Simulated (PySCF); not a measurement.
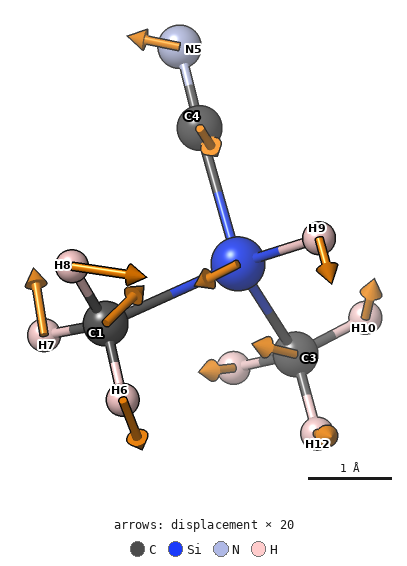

This is a relaxation of C3H7NSi. The starting structure is drawn; orange arrows show the displacements, magnified 20 times. The two geometries are superimposed by the best rigid fit.

Style: ball-and-stick. Shown from a free direction.

The start comes from GFN2-xTB. Its atoms were then displaced at random by about 0.01 Å.

Level of theory: PySCF, PBE0-D3(BJ)/def2-SVP geometry optimisation, gas phase. 

What happened in the run?

Answer. The atom that moves furthest after the best rigid fit is an H atom (0.049 Å). Largest moves by element: H 0.049 Å, C 0.043 Å, Si 0.035 Å, N 0.034 Å. Some distances before and after: C–Si 1.931 → 1.870 Å, H–Si 1.449 → 1.492 Å, C–Si 1.909 → 1.869 Å, C–H 1.065 → 1.100 Å. Over 6 geometry steps the energy falls by 4.04 kcal/mol.
